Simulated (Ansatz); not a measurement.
**What Sn → Pt does to ZnCu2SnSe4**

The reference is ZnCu2SnSe4 (space group I-4, No. 82; a = 5.764 Å, c = 11.526 Å).

Modification: every Sn is replaced by Pt, then cell and atoms are relaxed.

The values are results of PBE (Ansatz, an electronic-structure program; PAW; 420 eV plane waves; no spin-orbit coupling), not measurements. k-mesh 12×12×12 (Γ-centred); smearing 0.05 eV (Fermi–Dirac), for the changed cell.

```json
{
  "volume_per_atom": "22.14 Å³ (base 23.93 Å³)",
  "density": "6.59 g/cm³ (base 5.44 g/cm³)",
  "lattice_parameter_a": "5.603 Å (base 5.764 Å)",
  "c/a ratio": "2.014 (base 2.000)",
  "shortest_interatomic_distance": "2.395 Å (base 2.433 Å)",
  "band_gap": "zero (base zero)"
}
```

Final structure:

```yaml
crystal:
  lattice:
    - [-2.80145, 2.80145, 5.64238]
    - [2.80145, -2.80145, 5.64238]
    - [2.80145, 2.80145, -5.64238]
  atoms:
    - { symbol: Cu, position: [0.00000, 0.00000, 0.00000] }
    - { symbol: Cu, position: [0.75000, 0.25000, 0.50000] }
    - { symbol: Zn, position: [0.25000, 0.75000, 0.50000] }
    - { symbol: Pt, position: [0.50000, 0.50000, 0.00000] }
    - { symbol: Se, position: [0.63675, 0.62351, 0.50874] }
    - { symbol: Se, position: [0.11477, 0.12801, 0.49126] }
    - { symbol: Se, position: [0.37649, 0.88523, 0.01324] }
    - { symbol: Se, position: [0.87199, 0.36325, 0.98676] }
```

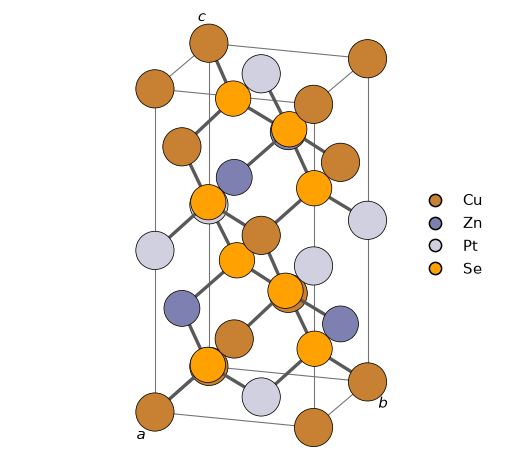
Figure: The relaxed conventional cell after the change

No phonon test of stability was made. As relaxed here, ZnCu2PtSe4 is a hypothetical phase, not in the database extracts checked. The final runs are not spin-polarised. ZnCu2PtSe4 has a high density of states at the Fermi level and may be magnetic at this level. Gaps under 0.05 eV, about the width of the smearing, are given as zero. A zero or small gap of ZnCu2SnSe4 can be the functional's error rather than a property of the material.
